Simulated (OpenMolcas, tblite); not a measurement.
# Si2H2OF2 (SMILES F[Si]1(F)O[SiH2]1): methods side by side

Si2H2OF2 has 7 atoms, charge 0, and is taken as a singlet. SMILES: `F[Si]1(F)O[SiH2]1`. The coordinates come from a PBE0-D4/def2-TZVP relaxation.

| atom | x (Å) | y (Å) | z (Å) |
| --- | --- | --- | --- |
| F | 0.4242 | -1.6121 | 1.6938 |
| Si | 0.0379 | -1.0260 | 0.2801 |
| F | -0.1942 | -2.2880 | -0.6391 |
| O | 1.1035 | 0.0779 | -0.3221 |
| Si | -0.3048 | 1.0586 | -0.2328 |
| H | -0.2023 | 2.1888 | 0.7200 |
| H | -0.8028 | 1.5328 | -1.5455 |

Quantity: the HOMO–LUMO gap, in eV. The values are calculated.

```csv
level,kind,program,value (eV),CPU time
GFN1-xTB,semi-empirical,tblite,4.22,under 2 s
HF/def2-SVP,Hartree–Fock,OpenMolcas,12.69,18 s
SVWN5/def2-SVP,LDA,OpenMolcas,4.15,33 s
BLYP/def2-SVP,GGA,OpenMolcas,4.24,36 s
r2SCAN/def2-SVP,meta-GGA,OpenMolcas,4.81,39 s
M06-2X/def2-SVP,hybrid meta-GGA,OpenMolcas,8.34,33 s
B2PLYP/def2-SVP,double hybrid,OpenMolcas,8.70,21 s
```

The values span 4.15 to 12.69 eV. Orbital gaps aren't excitation energies, and those of double hybrids come from the SCF part alone; they tend to grow with the share of exact exchange. Times are those of the runs behind each value, whatever else they computed, on shared processors of several kinds: orders of magnitude only.

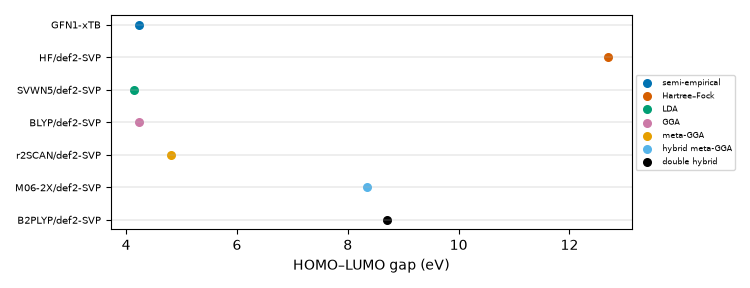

The values of the table, level by level.
